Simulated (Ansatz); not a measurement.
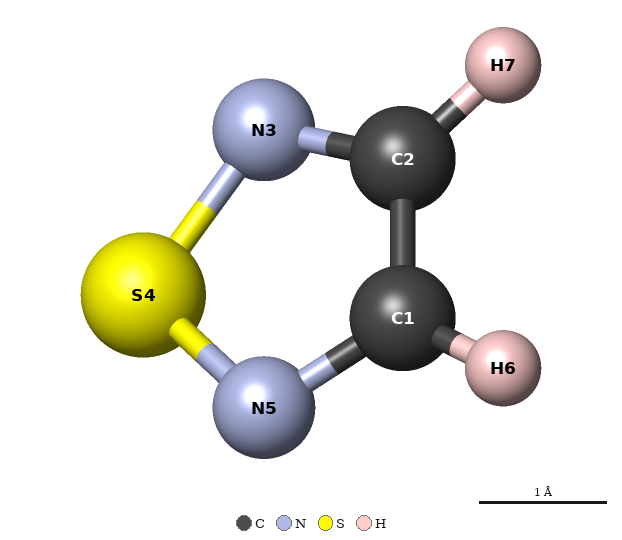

Simulated data, not a measurement (program: Ansatz).

Atoms carry their numbers in the input. Charge +1, doublet. Geometry: the geometry of the neutral molecule.

Question: Describe the coordination of atom 4.

Answer: S4 has 2 neighbours (N3 at 1.62, N5 at 1.62 Å); the arrangement is bent.

Question: How are the neighbours of atom 1 arranged?

Answer: C1 has 3 neighbours (C2 at 1.41, N5 at 1.32, H6 at 1.08 Å); the arrangement is trigonal planar.

Question: What is the geometry at N3?

Answer: N3 has 2 neighbours (C2 at 1.32, S4 at 1.62 Å); the arrangement is bent.

Question: What is the dihedral angle C2–C1–N5–S4?

Answer: 0° in size, that is syn (eclipsed).
